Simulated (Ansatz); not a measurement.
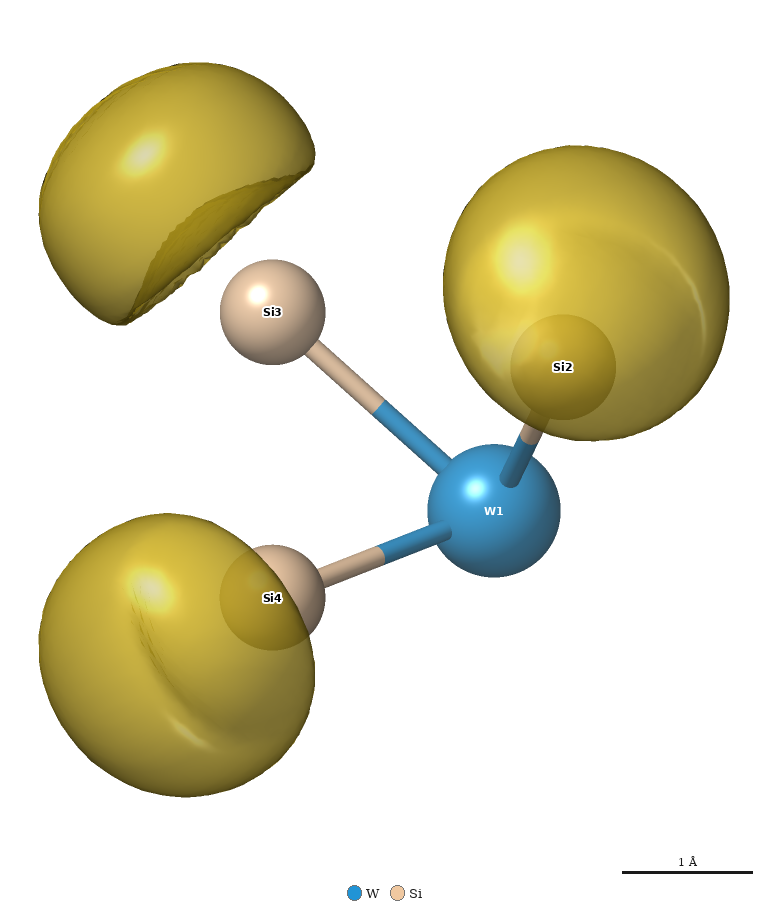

The picture shows: Si3W (charge −1, doublet). Isosurface of the ELF at 0.9 (yellow), seen at a tilt. Core shells and regions of very low density are left out.

Geometry: PBE0-D4/def2-SVPD; core potentials replace the inner electrons of W; the highest occupied orbital lies above zero, a sign that basis and functional describe the outermost electron poorly.

Theory: Ansatz 0.2.0, UKS PBE0-D4/def2-TZVPD.

Input

```
crystal:
  periodic: [false, false, false]
  atoms:
    - {symbol: W, position_ang: [0.260437, -1.165988, 0.234430]}
    - {symbol: Si, position_ang: [-1.742024, -0.087163, 0.183775]}
    - {symbol: Si, position_ang: [0.856830, 0.900065, 1.021939]}
    - {symbol: Si, position_ang: [0.624757, 0.353087, -1.440144]}
basis:
  gaussian: {orbitals: def2-TZVPD, initial_orbitals: start.molden}
total_charge: -1
magnetization: {spin_polarized: true, initial_magnetization: 1}
hamiltonian: {xc: pbe0, dispersion: d4}
scf: {omitted_lower_state_checks: [starts]}
output: {orbitals: {seedname: orbitals}}
```

Launched as:

```sh
ansatz run in.yaml --threads 4 --pin off --events-out ev --progress --plain --max-ram 3916MiB
```

Question: Identify the bonds, lone pairs and shells in this picture.

Answer: At this value the surface marks out three lobes on Si, pointing away from the bonds (non-bonding electrons).

Values along the shortest contacts:
Si–W (2.28 Å): the ELF peaks at about 0.70 in the valence shell of Si, 1.0 Å from its nucleus, and is about 0.60 at the midpoint.
